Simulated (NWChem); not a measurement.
**doublet C4H10O+ at 3 levels**

Aim: a comparison of 3 runs (UB3LYP/cc-pVDZ, UBHLYP/cc-pVDZ, UPBE0/cc-pVDZ) of doublet C4H10O+. 

The calculation is run with NWChem 7.3.0.

### Step 1. The structure to begin with

C4H10O+ has 15 atoms, charge +1, and is taken as a doublet. SMILES of the parent species: `CC(C)CO`. Geometry: relaxed at PBE0-D4/def2-TZVP. This is one conformer, not always the lowest. That shape belongs to the parent species and isn't relaxed for this state.

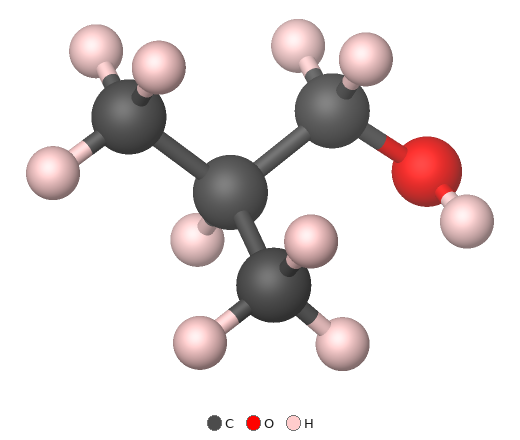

The structure, seen from a chosen angle (carbon dark grey, oxygen red, hydrogen pink).

### Step 2. A single-point energy at UB3LYP/cc-pVDZ (run 1)

a.nw

```
start a
title "C4H10O B3LYP"
memory 2200 mb
charge 1

geometry units angstroms noautosym nocenter noautoz
  C     -0.894400    -0.093100     1.101200
  C      0.344700     0.123400     0.245900
  C      1.128800    -1.169000     0.078800
  C     -0.012300     0.687300    -1.122400
  O     -0.647600     1.946300    -1.078300
  H     -1.432100     0.840900     1.285900
  H     -0.631200    -0.507000     2.077500
  H     -1.582400    -0.796400     0.619200
  H      0.983900     0.863600     0.742600
  H      2.031500    -1.015500    -0.518300
  H      0.523400    -1.931600    -0.421700
  H      1.433000    -1.573600     1.046800
  H      0.899800     0.836400    -1.706300
  H     -0.629200    -0.045900    -1.666100
  H     -1.515900     1.834100    -0.684800
end

basis spherical bse
  * library cc-pVDZ
end

dft
  xc b3lyp
  mult 2
  grid fine
  convergence energy 1e-08
  iterations 100
  mulliken
  noprint "final vectors analysis"
end

task dft
```

Command:

```
$ nwchem a.nw > a.out
```

Log:

```text
[...]
          Wavefunction type:  spin polarized.
          No. of atoms     :    15
          No. of electrons :    41
[...]
          Charge           :     1
          Spin multiplicity:     2
[...]
          AO basis - number of functions:   120
[...]
              XC Information
              --------------
                         B3LYP Method XC Potential
                     Hartree-Fock (Exact) Exchange  0.200
                        Slater Exchange Functional  0.800 local
                    Becke 1988 Exchange Functional  0.720 non-local
              Lee-Yang-Parr Correlation Functional  0.810
                  VWN I RPA Correlation Functional  0.190 local
[...]
 d= 0,ls=0.0,diis     1   -233.1792568776 -4.27D+02  5.39D-03  2.74D-01     9.8
[...]
 d= 0,ls=0.0,diis    15   -233.3117079594 -3.42D-09  2.16D-07  5.34D-10   117.2
[...]
         Total DFT energy =     -233.311707959350
      One electron energy =     -689.302659185676
           Coulomb energy =      295.887923946057
    Exchange-Corr. energy =      -33.732855340800
 Nuclear repulsion energy =      193.835882621070
[...]
      Total Density - Mulliken Population Analysis
     ---------------------------------------------
    Atom       Charge   Shell Charges
 -----------   ------   -------------------------------------------------------
    1 C    6     6.00   2.01  0.66  0.36  2.13  0.79  0.04
    2 C    6     6.21   2.02  0.68  0.51  2.09  0.82  0.09
    3 C    6     5.98   2.01  0.67  0.35  2.13  0.77  0.04
    4 C    6     5.83   2.01  0.71  0.33  2.05  0.62  0.11
    5 O    8     7.96   2.01  0.88  0.87  2.79  1.40  0.01
    6 H    1     0.96   0.75  0.18  0.03
    7 H    1     0.90   0.73  0.15  0.03
    8 H    1     0.94   0.74  0.17  0.03
    9 H    1     0.91   0.75  0.14  0.03
   10 H    1     0.93   0.74  0.16  0.03
[...]
      <S2> =      0.7533 (Exact =     0.7500)
[...]
```

It took 2 min on 1 thread of Intel Xeon Platinum 8488C (Sapphire Rapids), shared host; peak memory 0.12 GiB.

### Step 3. The energy at UBHLYP/cc-pVDZ (run 2)

work.xyz

```xyz
15

C     -0.894400    -0.093100     1.101200
C      0.344700     0.123400     0.245900
C      1.128800    -1.169000     0.078800
C     -0.012300     0.687300    -1.122400
O     -0.647600     1.946300    -1.078300
H     -1.432100     0.840900     1.285900
H     -0.631200    -0.507000     2.077500
H     -1.582400    -0.796400     0.619200
H      0.983900     0.863600     0.742600
H      2.031500    -1.015500    -0.518300
H      0.523400    -1.931600    -0.421700
H      1.433000    -1.573600     1.046800
H      0.899800     0.836400    -1.706300
H     -0.629200    -0.045900    -1.666100
H     -1.515900     1.834100    -0.684800
```

run.py

```python
from ase.io import read
from ase.calculators.nwchem import NWChem

atoms = read('work.xyz')

calc = NWChem(
    label='work',
    theory='dft',
    memory='2200 mb',
    basis='cc-pVDZ',
    basispar='spherical bse',
    charge=1,
    dft={'xc': 'bhlyp', 'mult': '2', 'grid': 'fine', 'convergence': 'energy 1e-08', 'iterations': '100', 'mulliken': None},
    task='energy',
)
atoms.calc = calc

print("Total energy (eV):", round(atoms.get_potential_energy(), 6))
```

Command:

```
$ export ASE_NWCHEM_COMMAND="nwchem PREFIX.nwi > PREFIX.nwo"
$ python run.py
```

Log:

```text
Total energy (eV): -6344.641761
```

The calculator wrote work.nwi:

```
title "work"

permanent_dir work

scratch_dir work

start work

geometry units angstrom nocenter noautosym noautoz
  C  -8.9439999999999997e-01 -9.3100000000000002e-02 1.1012000000000000e+00
  C  3.4470000000000001e-01 1.2340000000000000e-01 2.4590000000000001e-01
  C  1.1288000000000000e+00 -1.1690000000000000e+00 7.8799999999999995e-02
  C  -1.2300000000000000e-02 6.8730000000000002e-01 -1.1224000000000001e+00
  O  -6.4759999999999995e-01 1.9462999999999999e+00 -1.0783000000000000e+00
  H  -1.4320999999999999e+00 8.4089999999999998e-01 1.2859000000000000e+00
  H  -6.3119999999999998e-01 -5.0700000000000001e-01 2.0775000000000001e+00
  H  -1.5824000000000000e+00 -7.9640000000000000e-01 6.1919999999999997e-01
  H  9.8390000000000000e-01 8.6360000000000003e-01 7.4260000000000004e-01
  H  2.0314999999999999e+00 -1.0155000000000001e+00 -5.1829999999999998e-01
  H  5.2339999999999998e-01 -1.9316000000000000e+00 -4.2170000000000002e-01
  H  1.4330000000000001e+00 -1.5736000000000001e+00 1.0468000000000000e+00
  H  8.9980000000000004e-01 8.3640000000000003e-01 -1.7062999999999999e+00
  H  -6.2919999999999998e-01 -4.5900000000000003e-02 -1.6660999999999999e+00
  H  -1.5159000000000000e+00 1.8341000000000001e+00 -6.8479999999999996e-01
end

charge 1

memory 2200 mb

basis spherical bse noprint
   * library cc-pVDZ
end

dft
  xc bhlyp
  mult 2
  grid fine
  convergence energy 1e-08
  iterations 100
  mulliken
end

task dft energy
```

work.nwo:

```text
Northwest Computational Chemistry Package (NWChem) 7.3.0
             --------------------------------------------------------

           Job information
           ---------------

    nwchem branch   = 7.3.0
    use scalapack   = T
    input           = work.nwi
    prefix          = work.
    data base       = work/work.db
    status          = startup
    nproc           =        1

           Memory information
           ------------------

    heap     =     72089596 doubles =      550.0 Mbytes
    stack    =     72089601 doubles =      550.0 Mbytes
    global   =    144179200 doubles =     1100.0 Mbytes (distinct from heap & stack)
    total    =    288358397 doubles =     2200.0 Mbytes
    verify   = yes
    hardfail = no

           Directory information
           ---------------------

  0 permanent = work
  0 scratch   = work

                                NWChem Input Module
                                -------------------

                                       work
                                       ----

[... 25 lines left out ...]
            Nuclear Dipole moment (a.u.)
[... 80 lines left out ...]
  convergence criterion.
[... 16 lines left out ...]
          Convergence on density requested:  1.00D-05
[... 22 lines left out ...]
          Spatial weights used:  Erf1
[... 3 lines left out ...]
          Convergence aids based upon iterative change in
[... 91 lines left out ...]
         Total DFT energy =     -233.161286066070
[... 1 line left out ...]
           Coulomb energy =      295.682846071401
[... 1 line left out ...]
 Nuclear repulsion energy =      193.835882621069
[... 846 lines left out ...]
                     DFT Final Beta Molecular Orbital Analysis
[... 935 lines left out ...]
   alpha    111    112    113    114    115    116    117    118    119    120
    beta    111    112    113    114    115    116    117    118    119    120
 overlap   0.998  1.000  0.999  0.996  0.999  0.995  0.998  0.994  0.995  0.999

     --------------------------
     Expectation value of S2:
     --------------------------
      <S2> =      0.7577 (Exact =     0.7500)

 center of mass
 --------------
 x =  -0.08865979 y =   0.61756976 z =  -0.32717240

 moments of inertia (a.u.)
 ------------------
         536.916884416768         141.418041377947           5.878550600225
         141.418041377947         394.351670653552         154.856511055619
           5.878550600225         154.856511055619         491.571426689822

     Multipole analysis of the density
     ---------------------------------

     L   x y z        total         alpha         beta         nuclear
     -   - - -        -----         -----         ----         -------
     0   0 0 0      1.000000    -21.000000    -20.000000     42.000000

     1   1 0 0     -0.706234      1.618483      0.886306     -3.211022
[... 8 lines of this table left out ...]
     2   0 0 2    -17.825835    -81.244624    -76.350555    139.769344

 Task  times  cpu:      154.9s     wall:      154.9s
 Total times  cpu:      155.0s     wall:      155.0s
```

Wall time 2.6 min (1 thread of Intel Xeon Platinum 8488C (Sapphire Rapids), shared host); peak memory 0.12 GiB.

### Step 4. A single-point energy at UPBE0/cc-pVDZ (run 3)

a.nw

```
start a
title "C4H10O"
memory total 2200 mb
charge 1
geometry units angstrom noautosym nocenter noautoz
  C    -0.894400   -0.093100    1.101200
  C     0.344700    0.123400    0.245900
  C     1.128800   -1.169000    0.078800
  C    -0.012300    0.687300   -1.122400
  O    -0.647600    1.946300   -1.078300
  H    -1.432100    0.840900    1.285900
  H    -0.631200   -0.507000    2.077500
  H    -1.582400   -0.796400    0.619200
  H     0.983900    0.863600    0.742600
  H     2.031500   -1.015500   -0.518300
  H     0.523400   -1.931600   -0.421700
  H     1.433000   -1.573600    1.046800
  H     0.899800    0.836400   -1.706300
  H    -0.629200   -0.045900   -1.666100
  H    -1.515900    1.834100   -0.684800
end
basis spherical bse
  * library cc-pVDZ
end
dft
  xc pbe0
  mult 2
  grid fine
  convergence energy 1e-08
  maxiter 100
  mulliken
  print medium
end
task dft energy
```

Command:

```
$ nwchem a.nw > a.out
```

Log:

```text
[...]
          Wavefunction type:  spin polarized.
          No. of atoms     :    15
          No. of electrons :    41
[...]
          Charge           :     1
          Spin multiplicity:     2
[...]
          AO basis - number of functions:   120
[...]
              XC Information
              --------------
                         PBE0 Method XC Functional
                     Hartree-Fock (Exact) Exchange  0.250
          PerdewBurkeErnzerhof Exchange Functional  0.750
            Perdew 1991 LDA Correlation Functional  1.000 local
           PerdewBurkeErnz. Correlation Functional  1.000 non-local
[...]
 d= 0,ls=0.0,diis     1   -232.9081704340 -4.27D+02  4.89D-03  2.69D-01    10.2
[...]
 d= 0,ls=0.0,diis    15   -233.0367108974 -7.30D-09  3.22D-07  1.08D-09   115.3
[...]
         Total DFT energy =     -233.036710897428
      One electron energy =     -689.265471153784
           Coulomb energy =      295.835097183549
    Exchange-Corr. energy =      -33.442219548262
 Nuclear repulsion energy =      193.835882621070
[...]
      Total Density - Mulliken Population Analysis
     ---------------------------------------------
    Atom       Charge   Shell Charges
 -----------   ------   -------------------------------------------------------
    1 C    6     6.06   2.01  0.65  0.40  2.12  0.84  0.04
    2 C    6     6.28   2.01  0.66  0.56  2.07  0.88  0.10
    3 C    6     6.04   2.01  0.66  0.40  2.11  0.82  0.04
    4 C    6     5.86   2.01  0.70  0.37  2.03  0.64  0.11
    5 O    8     7.96   2.01  0.88  0.88  2.77  1.41  0.01
    6 H    1     0.93   0.74  0.16  0.03
    7 H    1     0.88   0.72  0.13  0.03
    8 H    1     0.91   0.73  0.15  0.03
    9 H    1     0.88   0.74  0.12  0.03
   10 H    1     0.91   0.73  0.14  0.03
[...]
      <S2> =      0.7540 (Exact =     0.7500)
[...]
```

It took 1.9 min on 1 thread of Intel Xeon Platinum 8488C (Sapphire Rapids), shared host; peak memory 0.12 GiB.

### Step 5. All runs side by side

```csv
run,level,energy (Eh),⟨S²⟩,wall time
1,UB3LYP/cc-pVDZ,-233.311708,0.753,2 min
2,UBHLYP/cc-pVDZ,-233.161286,0.758,2.6 min
3,UPBE0/cc-pVDZ,-233.036711,0.754,1.9 min
```

### Step 6. Summary of results

| quantity | value |
| --- | --- |
| run 3: total energy | -233.03671 Eh |
| run 3: HOMO energy (highest over α and β) | -14.73 eV |
| run 3: LUMO energy (lowest over α and β) | -12.20 eV |
| run 3: ⟨S²⟩ | 0.754 |

**Reading.** Totals of different functionals can't be ranked against each other. All runs together took 6.5 min, the longest 2.6 min.
